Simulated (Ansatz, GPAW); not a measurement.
## A 13-layer slab of W(111): work function by functional and basis

Wanted: work functions and dipole of a 13-layer slab of W(111), with the cost of each level.

Program: GPAW 26.7.0 and Ansatz 0.2.0. Level of theory: Ansatz plane waves; slab in vacuum with a dipole correction, relaxation, in the first sound run; inputs show where later runs differ. Results are calculated unless marked as measured.

### 1. Starting point

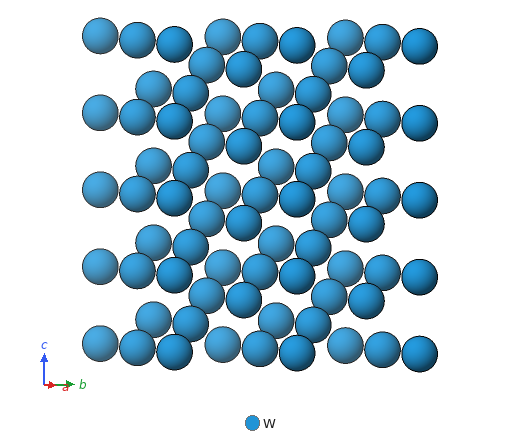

Start, viewed from the side, with the c axis up; tungsten blue. 2×2×1 cells are drawn. Some periodic images of atoms are drawn too.

The cell holds 13 atoms: 13 W. Its edges and angles: a = 4.469 Å, b = 4.469 Å, c = 24.947 Å, α = 90.0°, β = 90.0°, γ = 60.0°. Vacuum lies along c.

### 2. Relaxing the atoms

Forces are removed first; all later runs use this geometry. The lowest 6 atoms are held at bulk positions and keep their forces.

Input file input.yaml:

```yaml
crystal:
  lattice:
    - [4.4689148571, 0.0, 0.0]
    - [2.2344574285, 3.8701937936, 0.0]
    - [0.0, 0.0, 24.9465611038]
  atoms:
    - { symbol: W, position: [0.0, 0.0, 0.2805997977] }
    - { symbol: W, position: [0.3333333333, 0.3333333333, 0.3171664981] }
    - { symbol: W, position: [0.6666666667, 0.6666666667, 0.3537331985] }
    - { symbol: W, position: [0.0, 0.0, 0.3902998989] }
    - { symbol: W, position: [0.3333333333, 0.3333333333, 0.4268665992] }
    - { symbol: W, position: [0.6666666667, 0.6666666667, 0.4634332996] }
    - { symbol: W, position: [0.0, 0.0, 0.5] }
    - { symbol: W, position: [0.3333333333, 0.3333333333, 0.5365667004] }
    - { symbol: W, position: [0.6666666667, 0.6666666667, 0.5731334008] }
    - { symbol: W, position: [0.0, 0.0, 0.6097001011] }
    - { symbol: W, position: [0.3333333333, 0.3333333333, 0.6462668015] }
    - { symbol: W, position: [0.6666666667, 0.6666666667, 0.6828335019] }
    - { symbol: W, position: [0.0, 0.0, 0.7194002023] }
kpoints:
  mp_grid: { grid: [8, 8, 1] }
hamiltonian:
  xc: pbe
scf:
  occupations: { method: fermi_dirac, width: 0.1 }
efield:
  axis: 3
  dipole_correction: true
  ramp_width: 0.05
relax:
  f_tol: 0.02
  max_steps: 60
  constraints: [{ sites: [0, 1, 2, 3, 4, 5] }]
output:
  write_potential: true
  write_density: true
  volumetric_format: npy
```

Launch:

```bash
$ ansatz run input.yaml --threads 4 --pin off --max-ram 8192MiB --backend cpu --events-out ev --progress --plain --runs-dir out
```

Numbers of over 12 decimals in the logs are rounded to 6 here.

The log of the run:

```text
Engine: ansatz 0.2.0, aarch64-unknown-linux-gnu
Pseudopotentials: kind: paw
Pseudopotential: W, paw, valence charge 14, recommended cutoff 420 eV (normal), W.paw.azcp
Functional definition: PBE
  parameter kappa = 0.804
  parameter beta = 0.066725
  exchange = pbe_x(kappa = kappa, mu = beta*pi^2/3)
  correlation = pbe_c(beta = beta)
Crystal: 13 atoms, lattice volume = 431.465 Å³
Basis set: ecut = 420 eV, 8465 PW (Γ), exchange–correlation on 60×60×360 points (8 copies of the dense FFT grid, shifted against one another)
Bands: 110, of which v1, the nominal top of the filled ones, is band 91 counted from 1 (90 counted from 0)
Symmetry: 6 space group operations
k-points: 10 of 64 (time reversal used)
Non-local potential: W, projectors of the file, l = 0: 3, l = 1: 2, l = 2: 2, l = 3: 1
PAW form: soft (Blöchl's): semilocal exchange-correlation on the pseudo side does not see the compensation charge
PAW one-centre angular grid: W, 590 points (default); XC on 64 Gauss nodes
Initial density: superposition of atomic densities (neutral atoms: chi_scale 0, normalization atom), corrected by the library's trained network
Initial wavefunctions: pseudopotential atomic-orbital guess
Functional: x = pbe(κ = 0.804, μ = 0.219515), c = pbe(β = 0.066725)
SCF iter   1: F=—  HF=-134994.349359 eV  |F-HF|=—  |Δ(HF+E_count)|=         —  Δρ=4.77e-3  dr2=1.86e-1  ethr=1.77e-3  p=0.000 e·Å  D=5.57e-14 V/Å  ΔV_dip=-0.00 eV  dr2_dipole=2.07e-7  V_vac-E_F(+/−)=4.16/4.16 eV  ⟨swp⟩=8.9  Hψ=5171  notcnv=0
efield: sawtooth ramp at fractional position 0.9750 (placed from the atoms, in the widest stretch of the axis that holds none; the zero of the levels goes with the place), width 0.0500; the density the first Hamiltonian is built on has a dipole p = 0.000 e·Å; the dipole correction subtracts the counter field D = 5.57e-14 V/Å, which shifts the + side's vacuum level by -0.00 eV against the − side's; the planar-averaged density in the ramp window peaks in size at 1.4e-4 e/Å³
preconditioner: auto → LDOS  [metal: Δε(μ)=0.028 eV  Ē_g=4.607 eV  σ=0.100 eV  W_gap=0.07  n_scr=96 (ndim 8)  ℏωp=15.8 eV  f_vac=0.443  D(μ)=9.15/eV (n_scr^D=68)  β→1.0]
SCF iter   2: F=—  HF=-134994.361892 eV  |F-HF|=—  |Δ(HF+E_count)|=   1.25e-2  Δρ=3.95e-3  dr2=1.61e-1  ethr=1.02e-4  p=0.000 e·Å  D=4.26e-6 V/Å  ΔV_dip=-0.00 eV  dr2_dipole=1.36e-7  V_vac-E_F(+/−)=3.96/3.96 eV  ⟨swp⟩=3.2  Hψ=2190  notcnv=0
SCF iter   3: F=—  HF=-134994.338948 eV  |F-HF|=—  |Δ(HF+E_count)|=   2.29e-2  Δρ=8.16e-4  dr2=5.39e-3  ethr=8.86e-5  p=0.000 e·Å  D=2.93e-6 V/Å  ΔV_dip=-0.00 eV  dr2_dipole=3.67e-8  V_vac-E_F(+/−)=3.98/3.98 eV  ⟨swp⟩=2.0  Hψ=1606  notcnv=0
SCF iter   4: F=—  HF=-134994.339409 eV  |F-HF|=—  |Δ(HF+E_count)|=   4.61e-4  Δρ=2.08e-4  dr2=3.38e-4  ethr=2.96e-6  p=0.000 e·Å  D=2.26e-6 V/Å  ΔV_dip=-0.00 eV  dr2_dipole=5.80e-9  V_vac-E_F(+/−)=3.96/3.96 eV  ⟨swp⟩=2.5  Hψ=1634  notcnv=0
SCF iter   5: F=—  HF=-134994.339494 eV  |F-HF|=—  |Δ(HF+E_count)|=   8.49e-5  Δρ=6.80e-5  dr2=3.54e-5  ethr=1.86e-7  p=0.000 e·Å  D=1.83e-6 V/Å  ΔV_dip=-0.00 eV  dr2_dipole=8.97e-10  V_vac-E_F(+/−)=3.95/3.95 eV  ⟨swp⟩=2.7  Hψ=1647  notcnv=0
SCF iter   6: F=-134994.339510 eV  HF=-134994.339509 eV  |F-HF|=9.56e-7  |Δ(HF+E_count)|=   1.54e-5  Δρ=2.23e-5  dr2=4.19e-6  ethr=5.49e-9  p=0.000 e·Å  D=1.21e-6 V/Å  ΔV_dip=-0.00 eV  dr2_dipole=4.00e-11  V_vac-E_F(+/−)=3.95/3.95 eV  ⟨swp⟩=15.7  Hψ=11851  notcnv=0
SCF 1 converged in 6 iterations: F = -134994.339510 eV  dr2 = 4.19e-6
  greatest PAW one-centre occupation: 1.000 electrons in one spin orbital (limit 2), on the W atom at site 1 (counted from 0), in its partial waves of l = 0
relax step   1: F+E_penalty+E_count = -134994.33951015 eV  Δ(F+E_penalty+E_count) = +0.000e0 eV  max|allowed force component| = 2.232e0 eV/Å  Δτ_max = 0.0000 Å  (6 SCF iters, dr2 threshold 1.00e-5 eV, accepted)
Initial density: handed on by an earlier stage of this run
Initial wavefunctions: those handed on with the density
iter 1 solved again at ethr=8.62e-4 eV; its pass at ethr=3.10e-3 eV (dr2=1.57e0 eV) is discarded
SCF iter   1: F=—  HF=-134994.788398 eV  |F-HF|=—  |Δ(HF+E_count)|=         —  Δρ=1.04e-2  dr2=1.94e0  ethr=8.62e-4  p=0.000 e·Å  D=9.84e-7 V/Å  ΔV_dip=-0.00 eV  dr2_dipole=7.88e-1  V_vac-E_F(+/−)=3.98/3.98 eV  ⟨swp⟩=1.6  Hψ=3892  notcnv=0
efield: sawtooth ramp at fractional position 0.9750 (handed on by an earlier solve), width 0.0500; the density the first Hamiltonian is built on has a dipole p = 0.000 e·Å; the dipole correction subtracts the counter field D = 9.84e-7 V/Å, which shifts the + side's vacuum level by -0.00 eV against the − side's; the planar-averaged density in the ramp window peaks in size at 4.6e-6 e/Å³
eigensolver tolerance schedule calibrated: the retry pair's looser diagonalisation under-reported the residual by θ = 0.19 (0.35/decade); ethr = c·dr2/N_el runs at the constant in force after the calibration composes with the one it found (an armed cap, an earlier calibration), c = 8.3e-3
preconditioner: auto → LDOS  [metal: Δε(μ)=0.007 eV  Ē_g=4.682 eV  σ=0.100 eV  W_gap=0.02  n_scr=96 (ndim 8)  ℏωp=15.8 eV  f_vac=0.450  D(μ)=7.99/eV (n_scr^D=56)  β→1.0]
SCF iter   2: F=—  HF=-134994.801586 eV  |F-HF|=—  |Δ(HF+E_count)|=   1.32e-2  Δρ=7.05e-3  dr2=1.01e0  ethr=8.88e-5  p=-0.006 e·Å  D=-2.46e-3 V/Å  ΔV_dip=0.06 eV  dr2_dipole=6.83e-2  V_vac-E_F(+/−)=3.96/3.90 eV  ⟨swp⟩=4.3  Hψ=3031  notcnv=0
SCF iter   3: F=—  HF=-134994.682161 eV  |F-HF|=—  |Δ(HF+E_count)|=   1.19e-1  Δρ=2.38e-3  dr2=6.73e-2  ethr=4.63e-5  p=-0.018 e·Å  D=-7.53e-3 V/Å  ΔV_dip=0.19 eV  dr2_dipole=3.17e-3  V_vac-E_F(+/−)=4.11/3.92 eV  ⟨swp⟩=3.0  Hψ=2708  notcnv=0
SCF iter   4: F=—  HF=-134994.674173 eV  |F-HF|=—  |Δ(HF+E_count)|=   7.99e-3  Δρ=4.67e-4  dr2=1.61e-3  ethr=3.08e-6  p=-0.021 e·Å  D=-8.70e-3 V/Å  ΔV_dip=0.22 eV  dr2_dipole=4.13e-4  V_vac-E_F(+/−)=4.13/3.91 eV  ⟨swp⟩=3.0  Hψ=2274  notcnv=0
SCF iter   5: F=—  HF=-134994.674352 eV  |F-HF|=—  |Δ(HF+E_count)|=   1.78e-4  Δρ=1.88e-4  dr2=3.48e-4  ethr=7.35e-8  p=-0.023 e·Å  D=-9.85e-3 V/Å  ΔV_dip=0.25 eV  dr2_dipole=3.45e-6  V_vac-E_F(+/−)=4.15/3.91 eV  ⟨swp⟩=3.1  Hψ=2374  notcnv=0
SCF iter   6: F=-134994.674355 eV  HF=-134994.674397 eV  |F-HF|=4.22e-5  |Δ(HF+E_count)|=   4.52e-5  Δρ=6.66e-5  dr2=6.20e-5  ethr=4.57e-9  p=-0.025 e·Å  D=-1.06e-2 V/Å  ΔV_dip=0.27 eV  dr2_dipole=1.21e-5  V_vac-E_F(+/−)=4.17/3.90 eV  ⟨swp⟩=13.6  Hψ=11675  notcnv=0
SCF 2 converged in 6 iterations: F = -134994.674355 eV  dr2 = 6.20e-5
[...]
SCF iter   3: F=—  HF=-134994.723925 eV  |F-HF|=—  |Δ(HF+E_count)|=   9.37e-3  Δρ=1.02e-3  dr2=1.36e-2  ethr=4.89e-5  p=-0.020 e·Å  D=-8.42e-3 V/Å  ΔV_dip=0.21 eV  dr2_dipole=2.55e-3  V_vac-E_F(+/−)=4.12/3.91 eV  ⟨swp⟩=2.0  Hψ=1559  notcnv=0
SCF iter   4: F=—  HF=-134994.722737 eV  |F-HF|=—  |Δ(HF+E_count)|=   1.19e-3  Δρ=2.50e-4  dr2=7.12e-4  ethr=7.47e-6  p=-0.020 e·Å  D=-8.48e-3 V/Å  ΔV_dip=0.21 eV  dr2_dipole=4.21e-5  V_vac-E_F(+/−)=4.12/3.91 eV  ⟨swp⟩=3.0  Hψ=1618  notcnv=0
SCF iter   5: F=—  HF=-134994.722623 eV  |F-HF|=—  |Δ(HF+E_count)|=   1.14e-4  Δρ=9.07e-5  dr2=7.67e-5  ethr=3.91e-7  p=-0.020 e·Å  D=-8.34e-3 V/Å  ΔV_dip=0.21 eV  dr2_dipole=2.15e-6  V_vac-E_F(+/−)=4.12/3.91 eV  ⟨swp⟩=3.0  Hψ=1751  notcnv=0
SCF iter   6: F=-134994.722612 eV  HF=-134994.722618 eV  |F-HF|=5.86e-6  |Δ(HF+E_count)|=   4.85e-6  Δρ=3.66e-5  dr2=1.11e-5  ethr=3.21e-8  p=-0.020 e·Å  D=-8.28e-3 V/Å  ΔV_dip=0.21 eV  dr2_dipole=7.39e-7  V_vac-E_F(+/−)=4.12/3.91 eV  ⟨swp⟩=15.1  Hψ=11581  notcnv=0
SCF 3 converged in 6 iterations: F = -134994.722612 eV  dr2 = 1.11e-5
relax step   3: F+E_penalty+E_count = -134994.72261209 eV  Δ(F+E_penalty+E_count) = -4.826e-2 eV  max|allowed force component| = 2.570e-1 eV/Å  Δτ_max = 0.0938 Å  (6 SCF iters, dr2 threshold 5.85e-5 eV, accepted)
[...]
relax step   4: F+E_penalty+E_count = -134994.72732079 eV  Δ(F+E_penalty+E_count) = -4.709e-3 eV  max|allowed force component| = 1.262e-1 eV/Å  Δτ_max = 0.0279 Å  (6 SCF iters, dr2 threshold 4.66e-6 eV, accepted)
[...]
relax step   5: F+E_penalty+E_count = -134994.72800434 eV  Δ(F+E_penalty+E_count) = -6.835e-4 eV  max|allowed force component| = 1.316e-2 eV/Å  Δτ_max = 0.0081 Å  (5 SCF iters, dr2 threshold 1.12e-6 eV, accepted)
iter 1 solved again at ethr=1.39e-10 eV; its pass at ethr=3.10e-3 eV (dr2=2.52e-7 eV) is discarded
SCF iter   1: F=—  HF=-134994.728067 eV  |F-HF|=—  |Δ(HF+E_count)|=         —  Δρ=5.74e-6  dr2=2.53e-7  ethr=1.39e-10  p=-0.020 e·Å  D=-8.47e-3 V/Å  ΔV_dip=0.21 eV  dr2_dipole=1.35e-9  V_vac-E_F(+/−)=4.12/3.91 eV  ⟨swp⟩=1.1  Hψ=2621  notcnv=0
efield: sawtooth ramp at fractional position 0.9750 (handed on by an earlier solve), width 0.0500; the density the first Hamiltonian is built on has a dipole p = -0.020 e·Å; the dipole correction subtracts the counter field D = -8.47e-3 V/Å, which shifts the + side's vacuum level by +0.21 eV against the − side's; the planar-averaged density in the ramp window peaks in size at 4.0e-6 e/Å³
preconditioner: auto → LDOS  [metal: Δε(μ)=0.097 eV  Ē_g=4.653 eV  σ=0.100 eV  W_gap=0.23  n_scr=96 (ndim 8)  ℏωp=15.8 eV  f_vac=0.447  D(μ)=8.32/eV (n_scr^D=56)  β→1.0]
SCF iter   2: F=—  HF=-134994.728005 eV  |F-HF|=—  |Δ(HF+E_count)|=   6.27e-5  Δρ=6.58e-6  dr2=5.01e-7  ethr=1.39e-10  p=-0.020 e·Å  D=-8.46e-3 V/Å  ΔV_dip=0.21 eV  dr2_dipole=9.36e-11  V_vac-E_F(+/−)=4.12/3.91 eV  ⟨swp⟩=3.0  Hψ=2287  notcnv=0
SCF iter   3: F=-134994.728004 eV  HF=-134994.728005 eV  |F-HF|=1.37e-8  |Δ(HF+E_count)|=   4.96e-8  Δρ=1.31e-6  dr2=1.75e-8  ethr=5.49e-11  p=-0.020 e·Å  D=-8.45e-3 V/Å  ΔV_dip=0.21 eV  dr2_dipole=2.55e-10  V_vac-E_F(+/−)=4.12/3.91 eV  ⟨swp⟩=10.8  Hψ=8540  notcnv=0
SCF 6 converged in 3 iterations: F = -134994.728004 eV  dr2 = 1.75e-8
relax step   6: F+E_penalty+E_count = -134994.72800450 eV  Δ(F+E_penalty+E_count) = -1.576e-7 eV  max|allowed force component| = 1.315e-2 eV/Å  Δτ_max = 0.0000 Å  (3 SCF iters, accepted)
NSCF: frozen V_eff on 10 k-points
the band table was solved once a step of the walk had ended and its energy, with any forces and stress, was formed, with the checks that follow a solve (4860 applications of the Hamiltonian). They found nothing against the state; the energy, forces and stress were not computed again (output.eigenvalues in the input reference)
WARN: The output density's exchange-correlation potential varies sharply where the density is thin. Do not read a vacuum level from v_tot or v_xc, or from such a field of the output density. On a cell that repeats whose density bears no net charge and no dipole along the vacuum's axis use v_es (v_loc + v_h of the components); under efield.dipole_correction with no amplitude use v_es + v_field, which holds any externa [...]
SCF converged after 3 iterations
Free energy (F): -134994.728004 eV
Harris-Foulkes:  -134994.728005 eV  (|F-HF|=1.37e-8)
Internal energy: -134994.454574 eV  (E = F + TS)
E sigma→0 (E₀):  -134994.591289 eV
Entropy (-TS):   -0.273430 eV (-21.033 meV/atom)
Fermi energy:    8.701626 eV
Dipole field:    D = -0.008469 V/Å  (p = -0.020193 e·Å, saw-weighted, corrected)
Work function:   Φ+ = 4.1223 eV   Φ− = 3.9110 eV
Levels:          The Fermi level and band energies are counted from a zero that moves with the ramp; work functions are not
--- Per-component energies (eV) ---
  E_band       = -3548.228341
  E_kinetic    = 5832.389352
  E_local      = -204406.589763  (includes V_loc(G=0)·N_el)
  E_nonlocal   = 14.861477
  E_hartree    = 99862.554241
  E_xc         = -3458.916654
  E_vxc        = -3089.355855  (∫ρ·V_xc dr)
  E_paw        = -111312.825480  (= ΣΔE_a)
  E_vpaw       = -1624.672043  (= ΣTr[D̂ρ^β])
  E_aug_tail   = -0.000760  (compensation charges beyond the density's cutoff)
  E_efield     = 0.000086  (sawtooth field / dipole correction)
  E_vefield    = 0.034445  (∫n·V_field dr)
  E_ewald      = 78474.072928
  E_smearing   = -0.273430  (= −TS)
  E_closure    = 0.000000  (closes the sum)
  Σ components = -134994.728004   (vs F -134994.728004, Δ=0.00e0)
--- Forces (eV/Å), atoms counted from 1 ---
  atom   1  W      0.00000000    -0.00000000     2.22790222
  atom   2  W      0.00000000     0.00000000    -0.18253790
  atom   3  W     -0.00000000     0.00000000    -1.23340854
  atom   4  W     -0.00000000     0.00000000    -1.03364493
  atom   5  W     -0.00000000     0.00000000    -0.04296830
  atom   6  W      0.00000000     0.00000000     0.26160015
  atom   7  W     -0.00000000    -0.00000000    -0.00083696
  atom   8  W      0.00000000    -0.00000000     0.00071178
  atom   9  W      0.00000000    -0.00000000     0.00322165
  atom  10  W      0.00000000     0.00000000     0.00316835
  atom  11  W      0.00000000    -0.00000000     0.00479188
  atom  12  W      0.00000000     0.00000000     0.00521413
  atom  13  W     -0.00000000     0.00000000    -0.01315233
  max |Σ_I F_I| component: 6.12e-5 eV/Å
--- Band table (eV; the first three rows and the last of 10) ---
  k-point 0: bands = [... 87 lower, 7.6710, 7.6710, 7.8078, 8.0978, 8.7968, 9.8244, 10.3001, 10.3001, ... 15 higher]
  k-point 1: bands = [... 87 lower, 7.7216, 7.8259, 8.0575, 8.1905, 8.8815, 9.8252, 10.1014, 10.1108, ... 15 higher]
  k-point 2: bands = [... 87 lower, 8.0538, 8.1685, 8.4415, 8.6587, 9.0891, 9.2541, 9.2544, 9.7105, ... 15 higher]
  k-point 9: bands = [... 87 lower, 7.9166, 8.0558, 8.1584, 8.2254, 8.5440, 8.9223, 9.2429, 9.3961, ... 15 higher]
--- Relaxed structure (6 steps of the walk, 6 accepted, 0 SCFs on fresh bases) ---
  F+E_penalty+E_count = -134994.72800450 eV   max|allowed force component| = 1.315e-2 eV/Å
  atoms:
    - { symbol: W, position: [0.0, 0.0, 0.2805997977] }
    - { symbol: W, position: [0.333333, 0.333333, 0.3171664981] }
    - { symbol: W, position: [0.666667, 0.666667, 0.3537331985] }
    - { symbol: W, position: [0.0, 0.0, 0.3902998989] }
    - { symbol: W, position: [0.333333, 0.333333, 0.4268665992] }
    - { symbol: W, position: [0.666667, 0.666667, 0.4634332996] }
    - { symbol: W, position: [8.840644214626316e-19, 0, 0.501235] }
    - { symbol: W, position: [0.333333, 0.333333, 0.538711] }
    - { symbol: W, position: [0.666667, 0.666667, 0.576471] }
    - { symbol: W, position: [1.668024620722517e-18, 0, 0.612031] }
    - { symbol: W, position: [0.333333, 0.333333, 0.654380] }
    - { symbol: W, position: [0.666667, 0.666667, 0.683552] }
    - { symbol: W, position: [-4.50303512798572e-18, 0, 0.713108] }
```

It took 2.4 min on 4 threads of Arm Neoverse N1, shared host; peak memory 1.3 GiB.

The steps of the relaxation:

```
step  energy less that of the first step (eV)  largest force component (eV/Å)
   1                                   0.0000                          2.2321
   2                                  -0.3348                          0.9673
   3                                  -0.3831                          0.2570
   4                                  -0.3878                          0.1262
   5                                  -0.3885                          0.0132
   6                                  -0.3885                          0.0132
```

The run keeps the 6 symmetry operations that it works with, so distortions that break them were not tested.

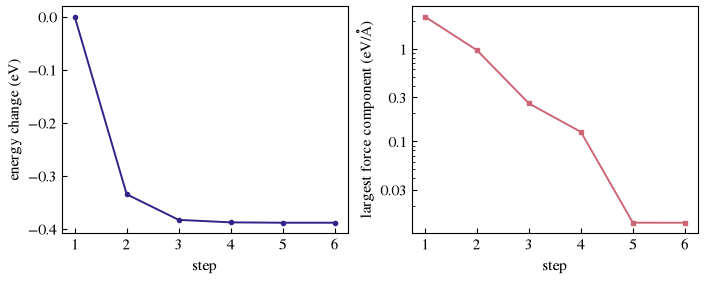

Energy and largest force along the relaxation.

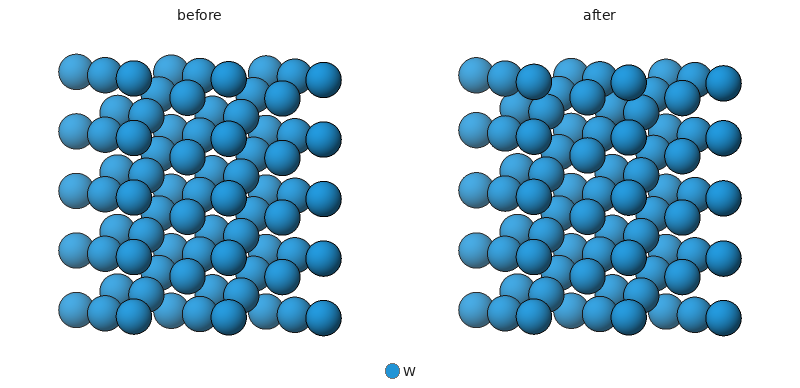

The structure before and after the relaxation, drawn at the same scale.

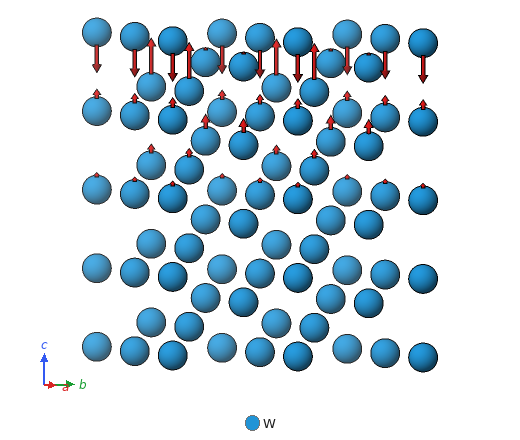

Displacements in the relaxation, exaggerated; the longest in the cell stands for 0.20 Å. 2×2×1 cells are drawn. Some periodic images of atoms are drawn too.

The atoms that moved most (Å):

```
atom     dx     dy      dz  length
 W11  0.000  0.000   0.202   0.202
 W13  0.000  0.000  -0.157   0.157
  W9  0.000  0.000   0.083   0.083
 W10  0.000  0.000   0.058   0.058
  W8  0.000  0.000   0.053   0.053
  W7  0.000  0.000   0.031   0.031
 W12  0.000  0.000   0.018   0.018
```

The relaxed structure:

```cif
data_structure
_symmetry_space_group_name_H-M 'P 1'
_symmetry_Int_Tables_number 1
_cell_length_a 4.4689
_cell_length_b 4.4689
_cell_length_c 24.9466
_cell_angle_alpha 90.000
_cell_angle_beta 90.000
_cell_angle_gamma 60.000
_cell_volume 431.46
loop_
_atom_site_label
_atom_site_type_symbol
_atom_site_fract_x
_atom_site_fract_y
_atom_site_fract_z
_atom_site_occupancy
W1 W 0.00000 0.00000 0.28060 1
W2 W 0.33333 0.33333 0.31717 1
W3 W 0.66667 0.66667 0.35373 1
W4 W 0.00000 0.00000 0.39030 1
W5 W 0.33333 0.33333 0.42687 1
W6 W 0.66667 0.66667 0.46343 1
W7 W 0.00000 0.00000 0.50124 1
W8 W 0.33333 0.33333 0.53871 1
W9 W 0.66667 0.66667 0.57647 1
W10 W 0.00000 0.00000 0.61203 1
W11 W 0.33333 0.33333 0.65438 1
W12 W 0.66667 0.66667 0.68355 1
W13 W 0.00000 0.00000 0.71311 1
```

This step gave:

| Item | Value |
| --- | --- |
| free energy | -134994.7280 eV |
| smearing term TS | 0.2734 eV |
| symmetry operations | 6 |
| upper work function | 4.122 eV |
| lower work function | 3.911 eV |
| dipole along the normal | -0.02019 e·Å |
| dipole field | -0.008469 V/Å |
| vacuum level above | 12.82 eV |
| vacuum level below | 12.61 eV |

(Continued in part 2 of 3.)

[Logs are printed without paths, hosts, clocks, repeated set-up lines and the standing remarks that a program may print on its own settings, such as how far it seeks lower states.]

[Hosts, paths, dates, database ids (printed as entryN), source tags and the programs' standing remarks are cut or masked in the printed files.]
